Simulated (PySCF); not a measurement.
# C$_{6}$H$_{5}$F$_{2}$O (SMILES OC1=C(F)C=C[C](F)C1) (doublet): what the fields show

```json
{"atom": "O", "x (Å)": "2.3068", "y (Å)": "0.6033", "z (Å)": "-0.7015"}
{"atom": "C", "x (Å)": "1.0216", "y (Å)": "0.3612", "z (Å)": "-0.3378"}
{"atom": "C", "x (Å)": "0.0822", "y (Å)": "1.3550", "z (Å)": "-0.3943"}
{"atom": "F", "x (Å)": "0.4560", "y (Å)": "2.5819", "z (Å)": "-0.8170"}
{"atom": "C", "x (Å)": "-1.2555", "y (Å)": "1.1673", "z (Å)": "-0.0333"}
{"atom": "C", "x (Å)": "-1.6746", "y (Å)": "-0.0951", "z (Å)": "0.4131"}
{"atom": "C", "x (Å)": "-0.7873", "y (Å)": "-1.1114", "z (Å)": "0.4871"}
{"atom": "F", "x (Å)": "-1.1706", "y (Å)": "-2.3372", "z (Å)": "0.9148"}
{"atom": "C", "x (Å)": "0.6561", "y (Å)": "-1.0152", "z (Å)": "0.1248"}
{"atom": "H", "x (Å)": "2.8444", "y (Å)": "-0.1915", "z (Å)": "-0.6068"}
{"atom": "H", "x (Å)": "-1.9397", "y (Å)": "1.9931", "z (Å)": "-0.1011"}
{"atom": "H", "x (Å)": "-2.7016", "y (Å)": "-0.2578", "z (Å)": "0.6968"}
{"atom": "H", "x (Å)": "1.2734", "y (Å)": "-1.2997", "z (Å)": "0.9944"}
{"atom": "H", "x (Å)": "0.8880", "y (Å)": "-1.7546", "z (Å)": "-0.6613"}
```

Geometry: GFN2-xTB.

All numbers below come from UKS B3LYP, pcH-1 on C F H O, non-relativistic, mean-field spin-orbit, GIAO (PySCF).

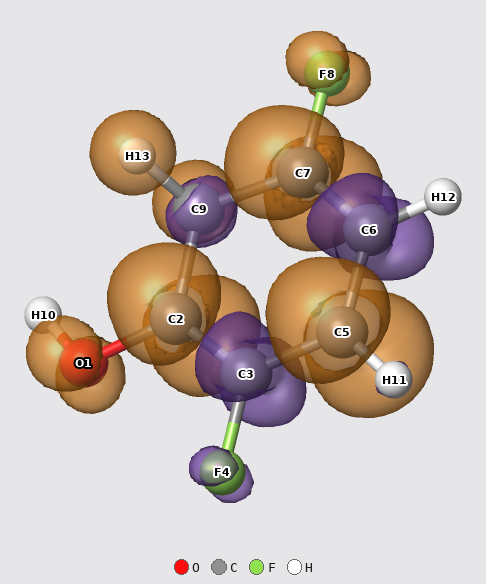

Figure 1. Isosurfaces of the spin density at +0.02 (orange) and −0.02 e/Å³ (purple), seen at a tilt.

**Where is the unpaired spin?**

The unpaired spin (1 electron) lies mostly on C5 (about 0.3), C2 (about 0.2), C7 (about 0.2) and O1 (about 0.1), in electrons by Hirshfeld's partition.

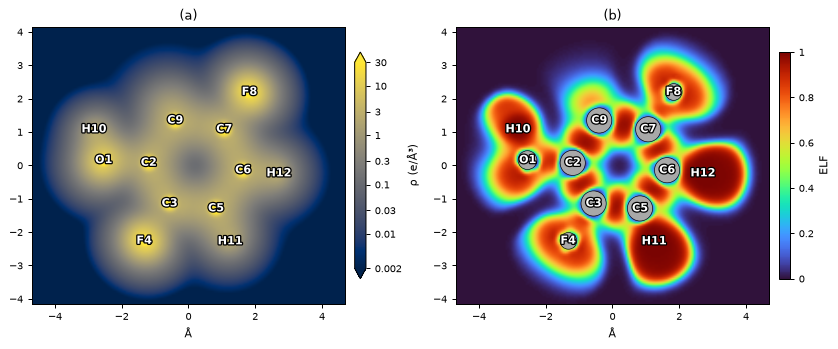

Figure 2. (a) total electron density; (b) electron localisation function on the plane of atoms C3, C5 and H11. Grey discs cover the atomic cores in the ELF map.

**What do the fields say about this system?**

The section cuts through O, C, F and H sites. C–F (1.35 Å): ρ is about 2.2 e/Å³ halfway, with its minimum of 1.7 e/Å³ about 0.5 Å from C; the ELF peaks at about 0.85 between the atoms; a shared but strongly polarised pair. C–C (1.35 Å): ρ is about 2.3 e/Å³ halfway; the ELF peaks at about 0.95 between the atoms: a covalent bond. C–O (1.36 Å): the density is about 2.3 e/Å³ at the midpoint, with its minimum of 2 e/Å³ about 0.5 Å from C; the ELF peaks at about 0.90 between the atoms: a shared but strongly polarised pair. O–H (0.96 Å): ρ is about 3.8 e/Å³ halfway; the ELF climbs to about 1 towards the hydrogen, as it does in any bond to H: a covalent bond by its length. C–C (1.40 Å): ρ at the midpoint is about 2.1 e/Å³; the ELF peaks at about 0.95 between the atoms; localised, covalent bonding. The ELF also peaks beside F4, O1 and F8, away from the bonds: non-bonding electrons, paired or unpaired.

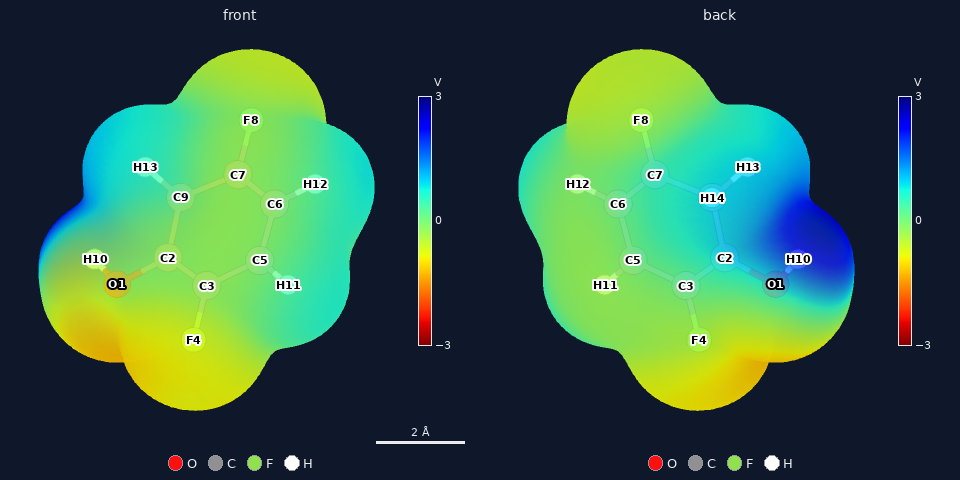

Figure 3. The molecular electrostatic potential painted on the density surface at 0.001 e/bohr³, seen from the front and from behind; red is negative and blue positive.

**Which sites attract a positive test charge, and which a negative one?**

A positive charge is drawn to the negative regions and a negative charge to the positive ones. The most negative region (about −1.2 V) lies over O1 and F4, the most positive (about +2.6 V) over H10.
